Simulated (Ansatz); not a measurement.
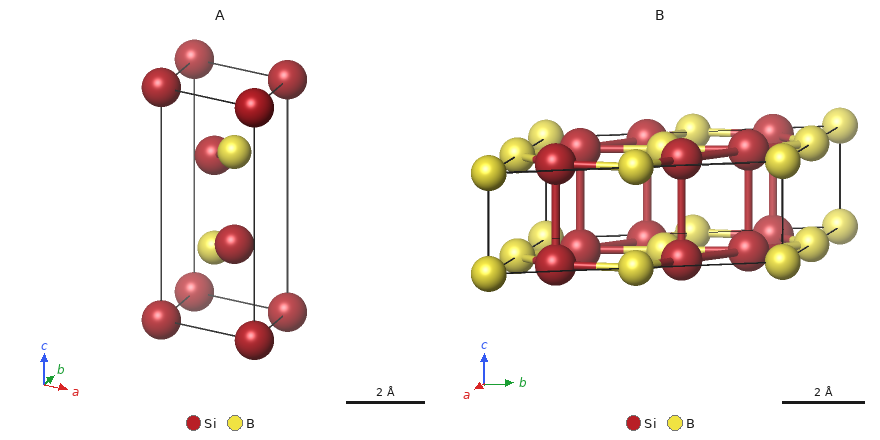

Two structures of Si3B2, each relaxed to rest (conventional cells in solid outline, small ones repeated, not to one scale). Method: DFT PBE, scalar-relativistic, plane waves, PAW (Ansatz), without spin polarisation.

**Which two forms are compared?**

A: 5 atoms a cell on a primitive hexagonal lattice, P-3m1. B: 10 atoms a cell on a primitive hexagonal lattice, P6/mmm.

**Which is the more stable form at this level of theory?**

A is lower, by 294 meV/atom at this level of theory (energies at zero smearing). Volumes: A 12.2, B 12.4 Å³/atom.

One or both may be structure types tried for this composition rather than known phases.
